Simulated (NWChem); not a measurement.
# BF2 (SMILES F[B]F): U-wB97X/pcseg-1

What is the electronic atomisation energy of BF2 at U-wB97X/pcseg-1? 

The results are computed with NWChem 7.3.0.

### Step 1. The structure to begin with

The species is BF2 (3 atoms), meant as a doublet with charge 0. As SMILES, `F[B]F`. The shape is that of a PBE0-D4/def2-TZVP optimisation.

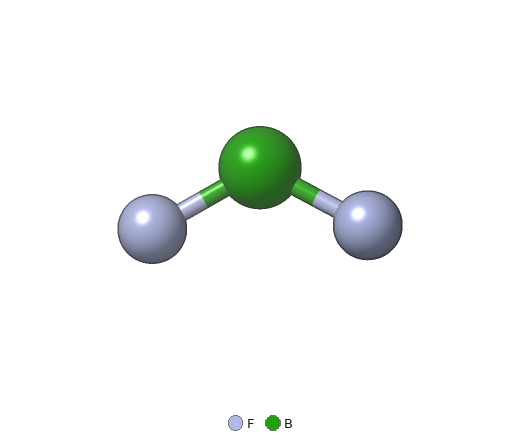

The structure, seen from a chosen angle (fluorine light blue, boron green).

### Step 2. The energy at U-wB97X/pcseg-1

test.nw

```
start test
title "BF2"
memory total 2200 mb

geometry units angstrom noautosym nocenter noautoz
  F      0.513100    -1.044300     0.160000
  B      0.279000     0.240500     0.181300
  F     -0.802900     0.738900    -0.354600
end

basis spherical bse
  F library pcseg-1
  B library pcseg-1
end

dft
  xc wb97x
  mult 2
  grid fine
  convergence energy 1e-08
  maxiter 100
  mulliken
  print low
end

task dft energy
```

Launch:

```bash
$ nwchem test.nw > test.out
```

The program printed:

```text
[...]
 d= 0,ls=0.0,diis     1   -224.3903840831 -2.80D+02  1.16D-02  1.59D-01     0.4
[...]
 d= 0,ls=0.0,diis     9   -224.4669587494 -3.83D-09  6.49D-07  2.46D-09     3.3
[...]
         Total DFT energy =     -224.466958749411
      One electron energy =     -420.882343920699
           Coulomb energy =      166.048817173002
    Exchange-Corr. energy =      -24.935720305219
 Nuclear repulsion energy =       55.302288303504
[...]
      Total Density - Mulliken Population Analysis
     ---------------------------------------------
    Atom       Charge   Shell Charges
 -----------   ------   -------------------------------------------------------
    1 F    9     9.20   2.00  0.96  0.92  3.45  1.87  0.01
    2 B    5     4.60   2.00  0.63  0.39  1.26  0.19  0.14
    3 F    9     9.20   2.00  0.96  0.92  3.45  1.87  0.01
[...]
      <S2> =      0.7515 (Exact =     0.7500)
[...]
```

It took 3.9 s on 1 thread of Intel Xeon 6975P-C (Granite Rapids), shared host; peak memory 0.1 GiB.

### Step 3. The B atom, same level

b.nw

```
start b
memory 2200 mb

geometry units au noautosym nocenter noautoz
  B   0.00000000  0.00000000  0.00000000
end

basis "ao basis" spherical bse
  * library pcseg-1
end

dft
  xc wb97x
  mult 2
  grid fine
  convergence energy 1e-08
  iterations 100
  mulliken
  print low
end

task dft energy
```

Run the same way, it converges to -24.64056 Eh (log not shown).

### Step 4. The F atom, same level

work.nw

```
start work
memory total 2200 mb
charge 0

geometry units bohr noautosym nocenter noautoz
  F      0.00000000     0.00000000     0.00000000
end

basis spherical bse
  F library pcseg-1
end

dft
  xc wb97x
  mult 2
  grid fine
  convergence energy 1e-08
  maxiter 100
  mulliken
  noprint "final vectors analysis"
end

task dft energy
```

Run the same way, it converges to -99.68194 Eh (log not shown).

### Step 5. Outcome

At U-wB97X/pcseg-1:

| quantity | value |
| --- | --- |
| molecule: total energy | -224.46696 Eh |
| molecule: ⟨S²⟩ | 0.751 |
| B atom: total energy | -24.64056 Eh |
| B atom: ⟨S²⟩ | 0.752 |
| F atom: total energy | -99.68194 Eh |
| F atom: ⟨S²⟩ | 0.751 |
| electronic atomisation energy | 12.586 eV |

What this shows: Taking the molecule apart into free atoms costs 12.59 eV (290 kcal/mol), before zero-point energy and without spin-orbit coupling. Mulliken charges (molecule) run from -0.20 on F1 to +0.40 on B2.
